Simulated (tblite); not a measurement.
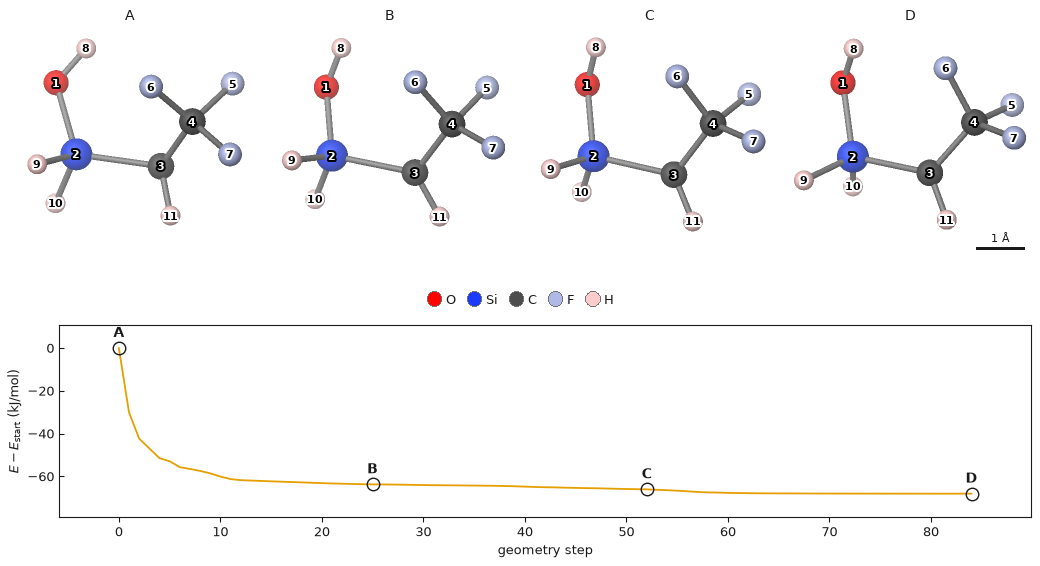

Frames of a relaxation of C2H4F3OSi (multiplicity 2), marked on the history of the run. The picture is a ball-and-stick view, seen at a tilt.

Method: GFN2-xTB geometry optimisation, gas phase in tblite. 

> What happens along the run?

The atom that moves furthest after the best rigid fit is H8 (0.71 Å). By element the largest moves are H 0.71 Å, F 0.68 Å, C 0.57 Å, O 0.29 Å, Si 0.12 Å. Some distances before and after: O1–Si2 1.712 → 1.611 Å, C4–F7 1.387 → 1.345 Å, Si2–C3 1.823 → 1.864 Å, C4–F5 1.391 → 1.359 Å. Among the angles between lasting bonds that change: Si2–C3–H11 110.5° → 123.4°, Si2–O1–H8 114.5° → 124.7°, H9–Si2–H10 105.1° → 114.5°. Over 84 geometry steps the energy falls by 68.1 kJ/mol. From step 0 to 25: C3 moves most (0.33 Å), energy −63.7 kJ/mol. From step 25 to 52: H11 moves most (0.37 Å), energy −2.34 kJ/mol. From step 52 to 84: H9 moves most (0.36 Å), energy −2.02 kJ/mol.
